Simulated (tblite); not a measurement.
## Geometry relaxation, with input and output: B3H2O3 (charge −1)

- system: B3H2O3, charge −1
- method: GFN2-xTB geometry optimisation, gas phase (tblite 0.8.0)

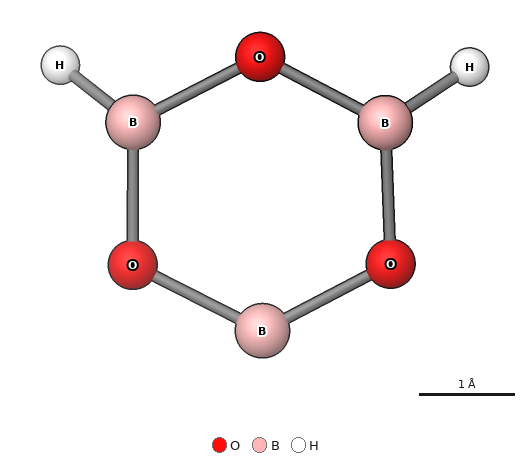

Figure 1. The input geometry (ball-and-stick view, seen on its broad side).

## Results in brief

- outcome: converged
- total energy: −470.1519 eV
- hardware: 1 CPU thread, shared host
- peak memory: 0.18 GiB

## Input file
```
{"job": {"kind": "relax", "xc": "GFN2-xTB", "basis": "xTB"}, "charge": -1, "multiplicity": 1}
O      1.495807     0.379766     0.898821
B      1.899678     1.492302    -0.048852
O      1.351059     1.463423    -1.472894
B      0.430383     0.421847    -2.006285
O     -0.021467    -0.691688    -1.101619
B      0.541154    -0.676460     0.333564
H      2.014212     2.542252     0.426256
H     -0.402493     0.812583    -2.724022
```

The first line tells a small driver script what to run in tblite; the rest is the geometry in Å.

Command:
```bash
OMP_NUM_THREADS=1 python <driver script> task.json out
```

## Output
```
step      E/eV     max force
  0    -467.69632    4.791
  1    -468.82074    3.621
  2    -468.92441    8.414
  3    -469.70380    1.419
  4    -469.82590    0.797
  5    -469.92205    0.904
  6    -469.95991    0.706
  7    -470.00158    0.510
  8    -470.02298    0.531
  9    -470.05084    0.560
 10    -470.06808    0.461
 11    -470.09086    0.519
 12    -470.11038    0.534
 13    -470.12687    0.407
 14    -470.13741    0.261
 15    -470.14186    0.141
 16    -470.14294    0.073
 17    -470.14338    0.073
 18    -470.14375    0.069
 19    -470.14428    0.085
 20    -470.14511    0.120
 21    -470.14623    0.129
 22    -470.14734    0.092
 23    -470.14819    0.089
 24    -470.14889    0.069
 25    -470.14956    0.083
 26    -470.15008    0.063
 27    -470.15051    0.069
 28    -470.15096    0.069
 29    -470.15143    0.060
 30    -470.15176    0.050
 31    -470.15187    0.019
 32    -470.15189    0.006
```

## Trajectory as extended XYZ (Å, eV, eV/Å), 13 of the 33 frames kept, from step=0 to step=32
```
8
Properties=species:S:1:pos:R:3:forces:R:3 step=0 energy=-467.69632
O     1.4958    0.3798    0.8988    0.3750   1.4500  -4.0870
B     1.8997    1.4923   -0.0489   -3.3190  -3.4250  -0.2180
O     1.3511    1.4634   -1.4729   -0.2370  -1.5270   1.1110
B     0.4304    0.4218   -2.0063   -0.0160  -0.4610   4.7690
O    -0.0215   -0.6917   -1.1016    2.8160   3.1520  -0.8730
B     0.5412   -0.6765    0.3336   -0.3290   0.1950   0.2060
H     2.0142    2.5423    0.4263    0.5240   0.5800  -0.0580
H    -0.4025    0.8126   -2.7240    0.1880   0.0360  -0.8500
8
Properties=species:S:1:pos:R:3:forces:R:3 step=3 energy=-469.70380
O     1.5048    0.4079    0.7600   -0.0840   0.4890  -1.3300
B     1.7632    1.4166   -0.0781   -1.2170  -0.4070   0.3400
O     1.3486    1.4053   -1.4251    0.1050   0.1970   0.1410
B     0.4184    0.4539   -1.8504   -0.7030  -0.0210   1.1600
O     0.0811   -0.6028   -1.1092    0.8080   0.9720   0.0230
B     0.5286   -0.6796    0.3442    0.0170  -0.4020   0.1510
H     2.0384    2.5381    0.4108    0.2940  -0.6250  -0.5260
H    -0.3746    0.8047   -2.7473    0.7800  -0.2030   0.0400
8
Properties=species:S:1:pos:R:3:forces:R:3 step=5 energy=-469.92205
O     1.4908    0.4018    0.7013   -0.3320  -0.3120   0.3260
B     1.6926    1.4136   -0.0868    0.0340   0.4470   0.0850
O     1.3505    1.4118   -1.4196   -0.1780   0.7460  -0.4800
B     0.3928    0.4862   -1.7890   -0.1350   0.2720  -0.1970
O     0.1254   -0.5725   -1.0855   -0.2520  -0.2140   0.3770
B     0.5308   -0.6979    0.3510    0.2150  -0.3860   0.0800
H     2.0569    2.5077    0.3827    0.1580  -0.4110  -0.3080
H    -0.3316    0.7934   -2.7492    0.4890  -0.1420   0.1170
8
Properties=species:S:1:pos:R:3:forces:R:3 step=8 energy=-470.02298
O     1.4549    0.3947    0.6912   -0.1380   0.2870   0.1590
B     1.6551    1.4271   -0.0883    0.0660  -0.2110  -0.2050
O     1.3246    1.4804   -1.4429   -0.3860  -0.0100   0.3650
B     0.3757    0.5131   -1.7624    0.2340  -0.0860  -0.0040
O     0.1225   -0.5568   -1.0514   -0.3080   0.1740  -0.0520
B     0.5562   -0.7486    0.3611    0.2680  -0.1600  -0.1170
H     2.0869    2.4607    0.3443    0.2690   0.1120   0.0960
H    -0.2675    0.7734   -2.7466   -0.0040  -0.1070  -0.2430
8
Properties=species:S:1:pos:R:3:forces:R:3 step=11 energy=-470.09086
O     1.4072    0.4231    0.7149    0.0340  -0.0320  -0.1020
B     1.6480    1.4248   -0.0960   -0.1100   0.2100   0.4610
O     1.2538    1.5280   -1.4143    0.0510  -0.2450   0.0760
B     0.3796    0.5157   -1.7599   -0.4700  -0.0430   0.0020
O     0.0722   -0.5291   -1.0307    0.1050   0.0050  -0.0110
B     0.6180   -0.7982    0.3428    0.1210   0.2680  -0.2420
H     2.1509    2.4398    0.3309    0.2390  -0.0140   0.0490
H    -0.2214    0.7399   -2.7827    0.0300  -0.1490  -0.2320
8
Properties=species:S:1:pos:R:3:forces:R:3 step=13 energy=-470.12687
O     1.3843    0.4374    0.7239    0.1490  -0.1810   0.2060
B     1.6369    1.4367   -0.0735   -0.1210   0.3610   0.1430
O     1.2156    1.5283   -1.3844    0.1510   0.0450  -0.1810
B     0.3525    0.5157   -1.7586   -0.3020   0.2500  -0.0800
O     0.0493   -0.5149   -1.0213   -0.0230  -0.3120  -0.0330
B     0.6627   -0.8026    0.3116   -0.0300   0.0780  -0.0310
H     2.2064    2.4334    0.3322    0.0950  -0.1140   0.0010
H    -0.1992    0.7101   -2.8249    0.0800  -0.1270  -0.0270
8
Properties=species:S:1:pos:R:3:forces:R:3 step=16 energy=-470.14294
O     1.3824    0.4398    0.7338    0.0580   0.0440   0.0110
B     1.6173    1.4553   -0.0575   -0.0060  -0.0220  -0.0390
O     1.2031    1.5358   -1.3796   -0.0500   0.0340   0.0270
B     0.3237    0.5292   -1.7527    0.0310   0.0090   0.0090
O     0.0400   -0.5185   -1.0219    0.0000   0.0020  -0.0710
B     0.6819   -0.8049    0.2975   -0.0430   0.0090   0.0180
H     2.2398    2.4207    0.3308    0.0090  -0.0310   0.0230
H    -0.1799    0.6868   -2.8454    0.0010  -0.0440   0.0210
8
Properties=species:S:1:pos:R:3:forces:R:3 step=19 energy=-470.14428
O     1.3888    0.4419    0.7350   -0.0230  -0.0560  -0.0590
B     1.6170    1.4555   -0.0599    0.0360   0.0100   0.0400
O     1.1962    1.5417   -1.3774   -0.0480   0.0320   0.0150
B     0.3251    0.5311   -1.7530   -0.0090  -0.0290  -0.0230
O     0.0412   -0.5203   -1.0283    0.0600   0.0010   0.0510
B     0.6762   -0.8023    0.2992   -0.0340   0.0420   0.0050
H     2.2425    2.4160    0.3334    0.0210   0.0050   0.0010
H    -0.1789    0.6803   -2.8440   -0.0030  -0.0060  -0.0300
8
Properties=species:S:1:pos:R:3:forces:R:3 step=21 energy=-470.14623
O     1.3956    0.4416    0.7306   -0.0340  -0.1220  -0.0240
B     1.6173    1.4574   -0.0602    0.0250   0.0510   0.0340
O     1.1728    1.5589   -1.3685   -0.0180   0.0330  -0.0130
B     0.3251    0.5331   -1.7540   -0.0270   0.0050  -0.0370
O     0.0484   -0.5209   -1.0334    0.0510  -0.0600   0.0910
B     0.6660   -0.7955    0.3014   -0.0320   0.0000   0.0420
H     2.2559    2.4057    0.3373    0.0330   0.0510  -0.0230
H    -0.1729    0.6639   -2.8482    0.0030   0.0420  -0.0700
8
Properties=species:S:1:pos:R:3:forces:R:3 step=24 energy=-470.14889
O     1.4064    0.4314    0.7185    0.0510   0.0280   0.0350
B     1.6178    1.4607   -0.0596   -0.0240  -0.0240  -0.0070
O     1.1400    1.5848   -1.3573   -0.0210  -0.0250   0.0310
B     0.3244    0.5352   -1.7555   -0.0050  -0.0120   0.0160
O     0.0671   -0.5263   -1.0362   -0.0230  -0.0240  -0.0600
B     0.6432   -0.7875    0.3140   -0.0170  -0.0410   0.0530
H     2.2741    2.3972    0.3391    0.0130   0.0410  -0.0390
H    -0.1647    0.6485   -2.8581    0.0260   0.0580  -0.0280
8
Properties=species:S:1:pos:R:3:forces:R:3 step=27 energy=-470.15051
O     1.4192    0.4253    0.7168    0.0060   0.0140   0.0060
B     1.6196    1.4598   -0.0588    0.0030  -0.0140   0.0070
O     1.1257    1.5893   -1.3491   -0.0310  -0.0180   0.0300
B     0.3244    0.5324   -1.7575   -0.0020  -0.0160   0.0080
O     0.0759   -0.5355   -1.0436   -0.0040   0.0010  -0.0050
B     0.6265   -0.7835    0.3269    0.0090   0.0470  -0.0360
H     2.2789    2.4024    0.3352   -0.0280  -0.0370  -0.0500
H    -0.1618    0.6537   -2.8649    0.0470   0.0230   0.0400
8
Properties=species:S:1:pos:R:3:forces:R:3 step=29 energy=-470.15143
O     1.4251    0.4246    0.7181   -0.0300  -0.0510  -0.0090
B     1.6183    1.4592   -0.0578    0.0170   0.0250   0.0100
O     1.1095    1.5938   -1.3399   -0.0100   0.0080  -0.0020
B     0.3226    0.5311   -1.7567   -0.0040   0.0110  -0.0140
O     0.0778   -0.5397   -1.0476    0.0180  -0.0170   0.0540
B     0.6216   -0.7798    0.3298    0.0050   0.0450  -0.0350
H     2.2848    2.3996    0.3272   -0.0200  -0.0260  -0.0310
H    -0.1514    0.6552   -2.8681    0.0240   0.0050   0.0260
8
Properties=species:S:1:pos:R:3:forces:R:3 step=32 energy=-470.15189
O     1.4294    0.4206    0.7148   -0.0010  -0.0040   0.0010
B     1.6167    1.4594   -0.0574    0.0000  -0.0020   0.0020
O     1.0915    1.6037   -1.3317    0.0010   0.0020   0.0010
B     0.3215    0.5318   -1.7552    0.0020   0.0020   0.0010
O     0.0842   -0.5427   -1.0484    0.0000   0.0000   0.0000
B     0.6141   -0.7750    0.3330   -0.0030   0.0000  -0.0040
H     2.2916    2.3935    0.3200    0.0020   0.0060  -0.0020
H    -0.1405    0.6527   -2.8701   -0.0020  -0.0030   0.0010
```

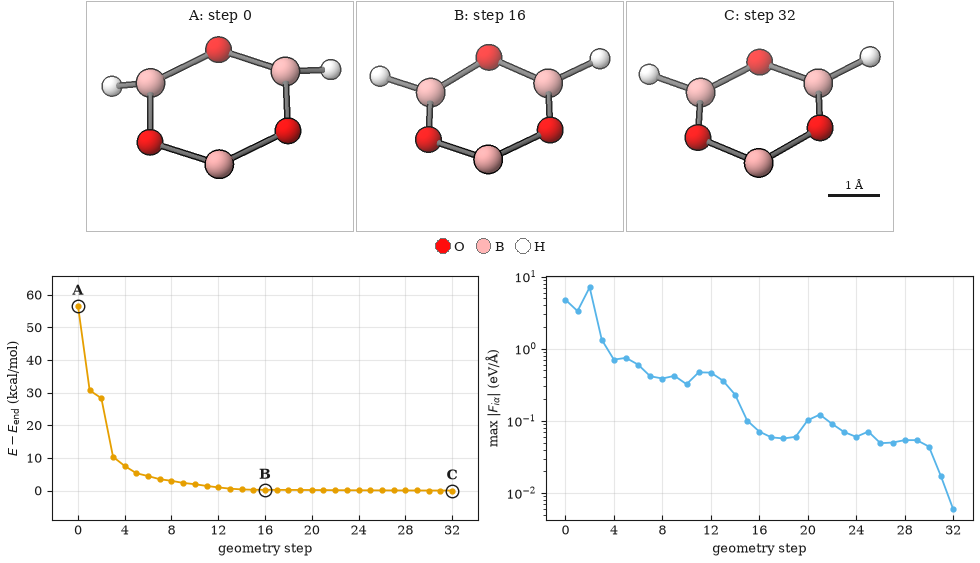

Figure 2. Frames of the relaxation (ball-and-stick view, seen at a tilt) above the curves, on which the letters mark them (steps are counted from 0).

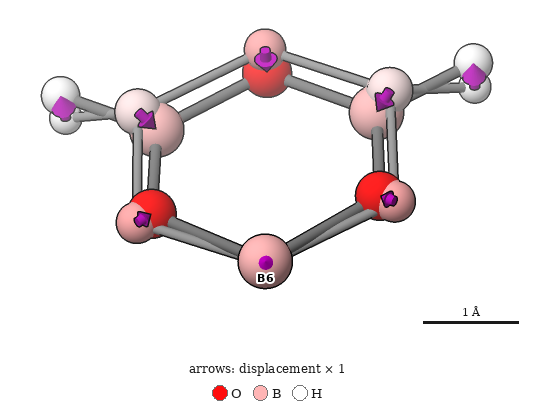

Figure 3. Start (faint) and end (solid) with the displacements as pink arrows, at true length (ball-and-stick view, seen at a tilt). The two geometries are laid on each other by the best rigid fit. The energy falls by 56.6 kcal/mol in 32 geometry steps. Largest force component: 4.8 eV/Å at the start, 0.006 eV/Å at the end. The largest move after the best rigid fit is that of H8, 0.34 Å. Largest moves by element: H 0.34 Å, O 0.32 Å, B 0.29 Å. Among the contacts that change: O1–B2 1.516 → 1.308 Å, B4–O5 1.504 → 1.308 Å, B2–O3 1.526 → 1.386 Å, O3–B4 1.489 → 1.386 Å. Among the angles that change: O1–B6–O5 125.3° → 107.7°, B2–O3–B4 124.7° → 114.3°, B4–O5–B6 116.3° → 124.2°. (Atoms are counted from 1 in the order of the input.)
